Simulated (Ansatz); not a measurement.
**Ga2O3: pressure series**

Start from Ga2O3 in the corundum structure (space group R-3c, No. 167).

Space group R-3c, hexagonal axes (No. 167); a = b = 4.9846 Å, c = 13.4416 Å, α = β = 90.00°, γ = 120.00°

```json
[
 {"atom": "Ga", "site": "12c", "symmetry": "3.", "x": "0.0000", "y": "0.0000", "z": "0.1446"},
 {"atom": "O", "site": "18e", "symmetry": ".2", "x": "0.3036", "y": "0.3036", "z": "0.2500"}
]
```
(The calculation used a cell of 10 atoms; values per cell refer to that cell.)

Cell and atoms are relaxed at each pressure.

The values are results of r2SCAN in Ansatz (plane waves to 500 eV, PAW, no spin-orbit coupling), not measurements.

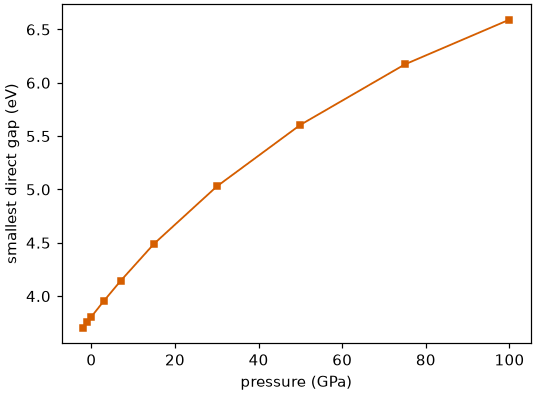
*Smallest direct gap against pressure*

**Question.** From the plot, what is the smallest direct gap for pressure 3 GPa?

**Answer.** About 4.0 eV.

**Question.** Is the trend monotonic over the range shown?

**Answer.** Yes, it rises throughout, spanning 3.70 eV to 6.59 eV.

Load acts through the strain it causes; cell and atoms are relaxed under it. Whether these cells are dynamically stable was not tested. No other phases were tried under pressure.

Ansatz is a quantum-chemistry and plane-wave program.
